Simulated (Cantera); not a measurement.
Input: 1 mol Si3N4, 0.52 mol CO2, 7.5 mol H2, equilibrated at 0.260 bar.

Cantera equilibrium calculation (NASA polynomials, part measured and part estimated; ideal gas, pure solids and liquids). Candidate condensed phases: C, C6H6, C7H8, C8H18, H2O, Si, SiC, SiO2, Si2N2O, Si3N4; 151 gas species. Mutual solubility and eutectic melting of coexisting phases are not modelled. The tables' values for SiN are old estimates; treat these amounts as uncertain. Gases not in the tables: Si2H6 and higher silanes. Kinetics and transport are ignored.

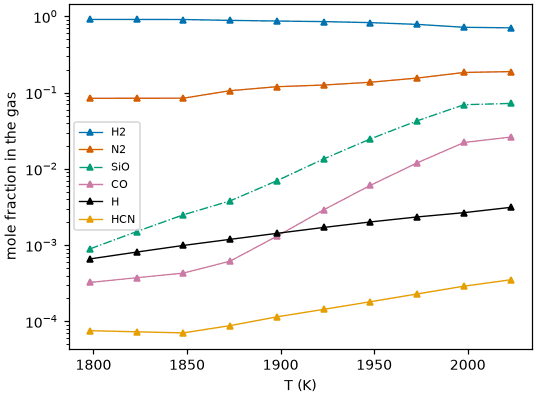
*Equilibrium gas composition (values under 1e-9 drawn at 1e-9)*

From 1798 K to 1848 K the condensed part is SiC(s) + Si2N2O(s) + Si3N4(s). At 1873 K the condensed part is Si(l) + SiC(s) + Si2N2O(s) + Si3N4(s). From 1898 K to 1998 K the condensed part is Si(l) + SiC(s) + Si2N2O(s). At 2023 K the condensed part is Si(l) + SiC(s). The main Si-bearing gas is SiO throughout. The share of Si in condensed phases is highest at 1798 K (99.7 %) and lowest at 2023 K (74.4 %).
